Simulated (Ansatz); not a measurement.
## Nudged elastic band of ZrH3ClO3F (part 2 of 2)

ZrH3ClO3F, multiplicity 2; UKS PBE/def2-SVP (Ansatz 0.2.0). The run did not end well. It belongs to a series of runs on one base structure; here: band between the two ends.

Geometry of the input (Å):
```
Zr -0.0445  0.0373  0.7354
Cl -2.0597  -1.1738  1.9150
O  1.6040  -0.2288  -0.2324
H  2.3124  -0.4523  -0.8515
O  -0.8977  1.5993  0.0153
H  -1.0002  2.4756  -0.3809
O  -0.9106  -1.6947  -0.1652
H  -0.7781  -2.6213  0.1209
F  0.6823  0.4103  2.4809
```

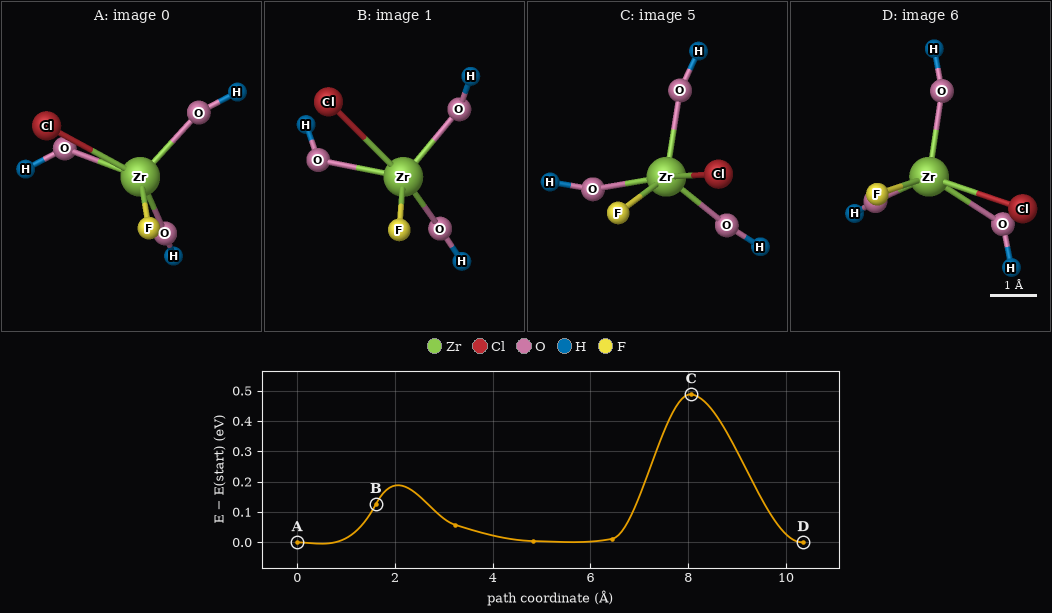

Fig. 1: Images of the last band (counted from 0; ball-and-stick, seen at a tilt) above the energy along the path; the line is a cubic interpolation that uses the forces. The highest image is number 5, 0.488 eV above the start and 0.488 eV above the end (the climbing image); start and end have the same energy. The path is 10.35 Å long. The band had not converged after 60 iterations.

```
Unfinished report: {"positions_ang":[[-0.08815757700432642,-0.2599276772958231,0.5194246177915075],[0.6668034661397146,1.085257520773415,2.680206188590787],[1.6604683982772221,-0.4587319941096263,-0.24944496759604093],[2.5516969977651156,-0.45376464695888247,-0.6213087128256861],[-1.035618270768722,1.3014671024054314,-0.13493623535725544],[-1.25737937230416,2.1753406082813163,-0.484317676359993],[-1.1295595504479095,-1.7408204325462926,-0.3011230503664304],[-1.9749483687074239,-2.160889385288073,-0.06314219894559137],[-0.4853057129495091,-1.1364321052614679,2.292143015068704]],"unchecked":["starts","cluster_reference","orbital_swaps","neighbouring_geometries","increment"],"mean_field":{"relativity":"none","state":{"energy":{"ev":-22691.693067414923,"hartree":-833.9043392455078},"converged":true,"gradient_ev":0.000022588261227989504,"stability":{"kind":"minimum","curvature_ev":1.011455456684127},"curvature_floor_ev":0.00030000000000000003,"spin_squared":0.7518533799024887},"others":[],"fillings":{"estimated":0,"unestimated":0,"tried":0,"untried":0,"excluded_magnetic_sites":0},"n_dropped_functions":0,"n_trapped_functions":0,"passes":{"evaluations":4,"products":39},"factors":{"origin":"density fitting in generated functions","count":1224,"bound_ev":null},"gradient_stop_ev":0.00003034366370052381,"reference_kind":"stationary","functional":{"name":"PBE","citations":["Perdew, Burke & Ernzerhof, Phys. Rev. Lett. 77, 3865 (1996) doi:10.1103/PhysRevLett.77.3865"],"text":"name \"PBE\"\ncite \"Perdew, Burke & Ernzerhof, Phys. Rev. Lett. 77, 3865 (1996) doi:10.1103/PhysRevLett.77.3865\"\nparent pbe\nparameter kappa = 0.804\nparameter beta = 0.06672455060314922\nexchange = pbe_x(kappa = kappa, mu = beta*pi^2/3)\ncorrelation = pbe_c(beta = beta)\n","parameters":{"beta":{"value":0.06672455060314922,"default":0.06672455060314922},"kappa":{"value":0.804,"default":0.804}},"final_grid":{"core_spheres":13.0,"valence_spheres":11.0,"degree":36.0},"final_grid_parameter_source":"default","radial_points_factor":1.0,"radial_grid_error_ev":3.125828648923977e-7,"grid_sensitivity":"normal","grid_sensitivity_ratio":0.001870803151768979},"unsmoothed_excess_ev":-0.00008774384542621335,"symmetry":{"irreps":["A"],"axes":[[0.9746243997225746,-0.18029848631406487,-0.1326639939782775],[0.17382169964529331,0.9830094702705062,-0.05897794580112337],[0.14104359679841166,0.034421464108253245,0.9894048042185825]],"occupied":[{"A":33},{"A":32}]},"density_repulsion":{"missed_ev":0.00007153313477088477,"excess_ev":0.00007153309626257711,"most_excess_ev":0.0008449999999999999,"are_drawn_again":false,"n_first_factors":1224,"energy_change_ev":0.0,"n_dropped_ends":0},"direct_passes":"host"},"factors":{"origin":"density fitting in generated functions","count":1224,"bound_ev":null},"n_frozen":0,"n_occupied":[33,32],"n_virtual":[87,88],"reference":{"ev":-22691.693067414923,"hartree":-833.9043392455078},"total":{"ev":-22691.693067414923,"hartree":-833.9043392455078},"forces_ev_per_angstrom":[[-0.013414019295099232,0.04058695442082659,0.07621465279230705],[0.009022175543917288,-0.00721639288865873,-0.02538300880322513],[-0.0008004729614207954,0.009509719744346497,-0.020452970112250907],[0.016222114908023257,-0.006597834430464839,-0.00029373361555254656],[0.04966513505065482,-0.007069534933795147,-0.0019048622942117602],[-0.0269030773248035,-0.008289821146052983,0.0064708194275244265],[-0.03807389026181262,-0.01063034831311551,0.032497337328357016],[0.023883186695429246,-0.016132526937356388,-0.03177249336495256],[-0.019601152350773695,0.005839784483506739,-0.03537574133883469]],"charge_distribution":{"dipole_moment_e_ang":[-0.008013026698058406,0.2466692568040726,-0.47402536841698645],"mulliken_charges_e":[0.8741639484096204,-0.1108409386885576,-0.36687146202126364,0.19439567292538973,-0.3674667586176401,0.19609571371481593,-0.3529504346736978,0.20827229831971494,-0.27479803936841485],"lowdin_charges_e":[-0.764984682185224,0.31065630337670314,0.12442318767702787,0.010465662286645028,0.12419034361251668,0.009894022243195688,0.14020135979111448,0.015381557270741864,0.029772245927263796]},"n_threads":4,"memory_gib":4.261363637633622,"seconds":{"hamiltonian":2.7831438200000003,"orbitals":0.0,"second_order":0.0,"solver_start":0.0,"cycles":0.0,"cycle":0.0,"perturbative":0.0,"full_ci_increment":0.0,"forces":0.0}}
this run last wrote the band of iteration 60 to [file]
Error: NEB band did not converge after 60 iterations: max|band force component| = 3.67e-1 eV/Å (threshold 5.0e-2); raise `neb.max_iterations` in a new run, which can start from the last band evaluated (`neb.initial_path`, with `crystal.atoms` and `neb.final_atoms` set to its first and last images), add images, or start from endpoints closer to local minima. Where this run's directory can be resumed (`checkpoint.write`), a resume goes on for up to `neb.max_iterations` more; to start a new run from the last band, take its images' positions from the `neb_iteration` event of iteration 60 (`data.images[].positions_ang`), in the event stream of the run that computed that iteration (not this run's, if it was resumed behind it). With `checkpoint.write`, `steps/00-neb/state/checkpoint.json` in the run directory holds the last saved band, under `neb.evaluated.images[].positions_ang` (a band under a hybrid functional on support functions is neither saved nor resumed: `neb.initial_path` says where its path is): check the last entry of `neb.iterations` there, which is earlier than 60 if that iteration was not saved or its write failed. If the band's step has no `state` directory and holds `state.next`, a write was cut short, and the file is under `state.next` instead (behind a loss of power it can be under `state.prev`)
this run wrote the band of iteration 60 to [file] as well, whether or not its events were kept: a new run's `neb.initial_path` can list its `images[].positions_ang`
a run's events are kept only if it was started with --events-out <file>, and are in that file
```

**The last band as extended XYZ (Å, eV, eV/Å)**
```
9
Properties=species:S:1:pos:R:3:forces:R:3 image=0 energy=-22692.18097
Zr   -0.0445    0.0373    0.7354    0.0114   0.0024   0.0081
Cl   -2.0597   -1.1738    1.9150    0.0009   0.0007  -0.0007
O     1.6040   -0.2288   -0.2324    0.0134  -0.0124  -0.0131
H     2.3124   -0.4523   -0.8515   -0.0203   0.0096   0.0180
O    -0.8977    1.5993    0.0153   -0.0019   0.0113  -0.0045
H    -1.0002    2.4756   -0.3809   -0.0021  -0.0037   0.0012
O    -0.9106   -1.6947   -0.1652    0.0024  -0.0010   0.0017
H    -0.7781   -2.6213    0.1209   -0.0001  -0.0009  -0.0001
F     0.6823    0.4103    2.4809   -0.0036  -0.0060  -0.0106
9
Properties=species:S:1:pos:R:3:forces:R:3 image=1 energy=-22692.05513
Zr    0.1565   -0.0987    0.6426    0.0098   0.0065   0.1286
Cl   -2.2043   -0.5856    1.8444    0.0621  -0.3032  -0.1078
O     1.7404   -0.2102   -0.4605   -0.0722  -0.0039   0.0671
H     2.6523   -0.1534   -0.7770   -0.0123  -0.0843  -0.0614
O    -0.7627    1.4230   -0.1301    0.1628   0.1200  -0.0557
H    -1.4429    2.0724    0.1035   -0.0511   0.0148  -0.0057
O    -0.7140   -1.9797    0.3221   -0.1483   0.1114  -0.0612
H    -1.4309   -2.2029   -0.3093    0.0406   0.0267   0.1264
F     0.9136    0.0865    2.4018    0.0086   0.1119  -0.0304
9
Properties=species:S:1:pos:R:3:forces:R:3 image=2 energy=-22692.12281
Zr    0.0048   -0.3870    0.6541    0.0886   0.0294   0.3670
Cl   -2.1127    0.5698    1.9593   -0.0255   0.0311  -0.0623
O     1.5894   -0.0206   -0.3963    0.0904  -0.0725   0.1000
H     2.5471   -0.0433   -0.5371   -0.0248   0.0534  -0.0744
O    -1.0016    1.3114   -0.0868   -0.0811   0.0643   0.0247
H    -1.0270    2.2373    0.2295    0.0207  -0.0530  -0.0325
O    -0.7175   -2.0574    0.0298   -0.0766   0.0285  -0.0464
H    -1.1755   -2.6160   -0.6138    0.0284  -0.0642  -0.0029
F     0.8010   -0.6428    2.3987   -0.0201  -0.0170  -0.2732
9
Properties=species:S:1:pos:R:3:forces:R:3 image=3 energy=-22692.17704
Zr   -0.0726   -0.4234    0.7728    0.0029  -0.0078  -0.0114
Cl   -1.1466    1.5075    2.1330    0.0039  -0.0066   0.0045
O     1.6255   -0.0291   -0.0398   -0.0033   0.0121   0.0162
H     2.5291   -0.1278   -0.3699   -0.0005  -0.0108  -0.0106
O    -1.2309    1.1113   -0.2536    0.0004  -0.0006   0.0005
H    -0.8428    1.9953   -0.4248   -0.0001  -0.0043   0.0001
O    -0.9793   -1.8794   -0.0847   -0.0011   0.0179   0.0038
H    -1.3927   -2.6048   -0.5707    0.0050  -0.0085  -0.0002
F     0.4182   -1.1981    2.4750   -0.0073   0.0085  -0.0028
9
Properties=species:S:1:pos:R:3:forces:R:3 image=4 energy=-22692.16945
Zr    0.0243   -0.3842    0.7033   -0.0289   0.0237   0.0228
Cl    0.0195    1.8367    2.0933   -0.0245   0.0459  -0.0261
O     1.7869   -0.4976   -0.0456   -0.0006  -0.0152  -0.0063
H     2.5444   -0.7670   -0.5820    0.0134  -0.0247   0.0003
O    -0.8079    1.3913   -0.1528    0.0273   0.0048   0.0037
H    -1.6677    1.8197    0.0305   -0.0166  -0.0203   0.0290
O    -1.1808   -1.5491   -0.2485    0.0029   0.0065   0.0126
H    -1.8110   -2.2085   -0.5673    0.0004   0.0053  -0.0307
F     0.0001   -1.2899    2.4065    0.0266  -0.0259  -0.0054
9
Properties=species:S:1:pos:R:3:forces:R:3 image=5 energy=-22691.69298
Zr   -0.0882   -0.2599    0.5194   -0.0134   0.0406   0.0762
Cl    0.6668    1.0853    2.6802    0.0090  -0.0072  -0.0254
O     1.6605   -0.4587   -0.2494   -0.0008   0.0095  -0.0205
H     2.5517   -0.4538   -0.6213    0.0162  -0.0066  -0.0003
O    -1.0356    1.3015   -0.1349    0.0497  -0.0071  -0.0019
H    -1.2574    2.1753   -0.4843   -0.0269  -0.0083   0.0065
O    -1.1296   -1.7408   -0.3011   -0.0381  -0.0106   0.0325
H    -1.9749   -2.1609   -0.0631    0.0239  -0.0161  -0.0318
F    -0.4853   -1.1364    2.2921   -0.0196   0.0058  -0.0354
9
Properties=species:S:1:pos:R:3:forces:R:3 image=6 energy=-22692.18086
Zr   -0.3416   -0.1216    0.7292   -0.0132  -0.0134   0.0036
Cl    1.7971    0.8899    1.8892   -0.0137  -0.0022  -0.0016
O     1.5762   -0.3885   -0.1684    0.0137  -0.0017   0.0014
H     2.2710   -1.0115    0.1273   -0.0080   0.0046  -0.0056
O    -1.1698    1.4591    0.0196   -0.0078   0.0117  -0.0068
H    -1.8370    2.0397   -0.3724    0.0169  -0.0144   0.0081
O    -1.0517   -1.6338   -0.2352   -0.0074  -0.0092  -0.0054
H    -1.2954   -2.3557   -0.8303    0.0089   0.0172   0.0092
F    -1.0408   -0.5260    2.4785    0.0106   0.0074  -0.0029
```

**Outcome**

- outcome: not converged
- barrier, forward (band not converged): 0.488 eV
- barrier, backward: 0.488 eV
- wall time: 15 min (CPU time 57 min)
- peak memory: 0.27 GiB

**Diagnosis**

The run did not converge: “NEB band did not converge after 60 iterations: max|band force component| = 3.67e-1 eV/Å (threshold 5.0e-2); raise `neb.max_iterations` in a new run, which can start from the last band evaluated (`neb.initial_path`, with `crystal.atoms` and `neb.final_atoms` set to its first and last images), add images, or start from endpoints closer to local minima …” Its last values are not results.
